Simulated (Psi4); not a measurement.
# UPBE/aug-cc-pVDZ run of SiF3 (trifluorosilyl)

What is the energy change on altering one bond length of SiF3 (trifluorosilyl) at UPBE/aug-cc-pVDZ? 

The results are computed with Psi4 1.11.

### 1 The structure to begin with

SiF3 has 4 atoms, charge 0, and is taken as a doublet. SMILES: `F[Si](F)F`. Geometry: relaxed at PBE0-D4/def2-TZVP.

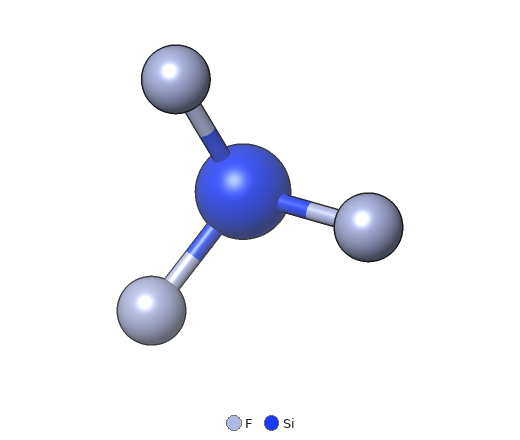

The structure, seen from a chosen angle (fluorine light blue, silicon blue).

### 2 Energy and forces at UPBE/aug-cc-pVDZ

Contents of calc.dat:

```
memory 1.6 GB

molecule system {
  0 2
  F
  Si 1 R2
  F 2 R3 1 A3
  F 2 R4 3 A4 1 D4

  R2 = 1.58113
  R3 = 1.581117
  A3 = 107.93279
  R4 = 1.581128
  A4 = 107.92824
  D4 = 116.38705
  symmetry c1
}

set {
  basis                aug-cc-pVDZ
  reference            uks
  puream               true
  e_convergence        1e-09
  d_convergence        1e-08
  scf_type             pk
  dft_radial_points    99
  dft_spherical_points 590
  maxiter              100
}

result, w = gradient('pbe', return_wfn=True)
oeprop(w, 'QUADRUPOLE', 'MAYER_INDICES', 'LOWDIN_CHARGES')
```

The run is started by

```sh
psi4 -i calc.dat -o calc.out -n 1
```

calc.out:

```text
[...]
  Running in c1 symmetry.
[...]
  Nuclear repulsion =  176.798443899773503
[...]
  Multiplicity = 2
[...]
  Nalpha       = 21
  Nbeta        = 20
[...]
    Number of basis functions: 96
[...]
   @UKS iter   1:  -588.59229288362269   -2.01198e-01   7.14634e-03 ADIIS/DIIS
[...]
   @UKS iter  11:  -588.74545632059983   -1.25056e-12   2.15699e-09 DIIS
[...]
   @S^2 Observed:                7.511340918E-01
[...]
    Orbital Energies [Eh]
    ---------------------
    Alpha Occupied:
       1A    -65.573887     2A    -24.316469     3A    -24.316454
       4A    -24.316447     5A     -5.193403     6A     -3.605792
       7A     -3.605791     8A     -3.605257     9A     -1.152570
      10A     -1.125414    11A     -1.125393    12A     -0.549137
      13A     -0.478466    14A     -0.478451    15A     -0.448045
      16A     -0.420825    17A     -0.420820    18A     -0.398293
      19A     -0.398274    20A     -0.381978    21A     -0.242834
    Alpha Virtual:
      22A     -0.017270    23A     -0.017245    24A     -0.006195
      25A      0.009839    26A      0.053045    27A      0.053064
[...]
  @UKS Final Energy:  -588.74545632059983
   => Energetics <=
    Nuclear Repulsion Energy =            176.7984438997735026
    One-Electron Energy =               -1170.1692004870169512
    Two-Electron Energy =                 456.5708745323603921
    DFT Exchange-Correlation Energy =     -51.9455742657167860
    Empirical Dispersion Energy =           0.0000000000000000
    VV10 Nonlocal Energy =                  0.0000000000000000
    Total Energy =                       -588.7454563205998284
[...]
  -Total Gradient:
     Atom            X                  Y                   Z
    ------   -----------------  -----------------  -----------------
       1       -0.000049769150    -0.000052026279     0.045909402281
       2       -0.039091396261    -0.024260835301    -0.017632309350
       3       -0.000059236317     0.043796355732    -0.014187302860
       4        0.039185590806    -0.019464276280    -0.014200610155
[...]
 Multipole Moments:
 ------------------------------------------------------------------------------------
     Multipole            Electronic (a.u.)      Nuclear  (a.u.)        Total (a.u.)
 ------------------------------------------------------------------------------------
 L = 1.  Multiply by 2.5417464519 to convert [e a0] to [Debye]
 Dipole X            :         -0.0980880            0.4251358            0.3270478
 Dipole Y            :         -0.0609709            0.2635390            0.2025681
 Dipole Z            :         -0.0442321            0.1918256            0.1475934
 Magnitude           :                                                    0.4120412
 L = 2.  Multiply by 1.3450342976 to convert [e a0^2] to [Debye ang]
 Quadrupole XX       :        -65.7061027           45.5597983          -20.1463044
 Quadrupole XY       :         37.7224507          -36.9119800            0.8104708
[...]
```

Wall time 52 s (1 thread of Intel Xeon Platinum 8259CL at 2.50GHz (Skylake/Cascade Lake), shared host); peak memory 0.75 GiB.

### 3 The distorted shape

Contents of job.in:

```
memory 1.6 GB

molecule {
  0 2
  F
  Si 1 R2
  F 2 R3 1 A3
  F 2 R4 3 A4 1 D4

  R2 = 1.8183
  R3 = 1.581117
  A3 = 107.93279
  R4 = 1.581128
  A4 = 107.92824
  D4 = 116.38705
  symmetry c1
  no_reorient
  no_com
}

set globals {
  basis                aug-cc-pVDZ
  reference            uks
  puream               true
  e_convergence        1e-09
  d_convergence        1e-08
  scf_type             pk
  dft_radial_points    99
  dft_spherical_points 590
  maxiter              100
}

e_tot, wfn = gradient('pbe', return_wfn=True)
oeprop(wfn, 'QUADRUPOLE', 'LOWDIN_CHARGES', 'WIBERG_LOWDIN_INDICES')
print_variables()
```

The run is started by

```sh
psi4 -n 1 job.in job.out
```

job.out (excerpt; [...] marks lines left out):

```text
[...]
  Running in c1 symmetry.
[...]
  Nuclear repulsion =  168.918873944080616
[...]
  Multiplicity = 2
[...]
  Nalpha       = 21
  Nbeta        = 20
[...]
    Number of basis functions: 96
[...]
   @UKS iter   1:  -588.58393102601713   -3.38680e-01   7.07249e-03 ADIIS/DIIS
[...]
   @UKS iter  12:  -588.73797677978769   -1.05729e-11   6.06077e-09 DIIS
[...]
   @S^2 Observed:                7.513915492E-01
[...]
  @UKS Final Energy:  -588.73797677978769
   => Energetics <=
    Nuclear Repulsion Energy =            168.9188739440806160
    One-Electron Energy =               -1154.5158800074038936
    Two-Electron Energy =                 448.7177224189519507
    DFT Exchange-Correlation Energy =     -51.8586931354164093
    Empirical Dispersion Energy =           0.0000000000000000
    VV10 Nonlocal Energy =                  0.0000000000000000
    Total Energy =                       -588.7379767797876866
[...]
  -Total Gradient:
     Atom            X                  Y                   Z
    ------   -----------------  -----------------  -----------------
       1        0.000549242398     0.000353494129    -0.056613088339
       2       -0.036841101245    -0.022861382003     0.081395632107
       3       -0.000214733718     0.040953519133    -0.012322024457
       4        0.036580795908    -0.018395870605    -0.012316464321
[...]
 Multipole Moments:
 ------------------------------------------------------------------------------------
     Multipole            Electronic (a.u.)      Nuclear  (a.u.)        Total (a.u.)
 ------------------------------------------------------------------------------------
 L = 1.  Multiply by 2.5417464519 to convert [e a0] to [Debye]
 Dipole X            :         -0.1075097            0.4251358            0.3176262
 Dipole Y            :         -0.0667736            0.2635390            0.1967654
 Dipole Z            :          0.3211569            0.2666461            0.5878030
 Magnitude           :                                                    0.6965022
 L = 2.  Multiply by 1.3450342976 to convert [e a0^2] to [Debye ang]
 Quadrupole XX       :        -65.6162167           45.5597983          -20.0564184
 Quadrupole XY       :         37.6969054          -36.9119800            0.7849254
[...]
```

Run time: 47 s. Hardware: 1 thread of Intel Xeon Platinum 8259CL at 2.50GHz (Skylake/Cascade Lake), shared host; peak memory 0.74 GiB.

### 4 Outcome

Level: UPBE/aug-cc-pVDZ.

```
                                                          quantity          value
                                         first shape: total energy  -588.74546 Eh
                                        first shape: dipole moment         1.05 D
                   first shape: HOMO energy (highest over α and β)       -6.61 eV
                    first shape: LUMO energy (lowest over α and β)       -4.55 eV
                                                 first shape: ⟨S²⟩          0.751
                             first shape: largest force on an atom     2.534 eV/Å
                                     distorted shape: total energy  -588.73798 Eh
                                    distorted shape: dipole moment         1.77 D
               distorted shape: HOMO energy (highest over α and β)       -7.08 eV
                distorted shape: LUMO energy (lowest over α and β)       -5.17 eV
                                             distorted shape: ⟨S²⟩          0.751
                         distorted shape: largest force on an atom     4.742 eV/Å
energy change with the F1–Si2 bond stretched from 1.581 to 1.818 Å       0.204 eV
```

With the F1–Si2 bond stretched from 1.581 to 1.818 Å the energy rises by 0.20 eV (19.6 kJ/mol). The first shape isn't relaxed at this level, so the change isn't measured from a minimum. The largest force (first shape) is 2.53 eV/Å: the shape isn't a stationary point for this species at this level.
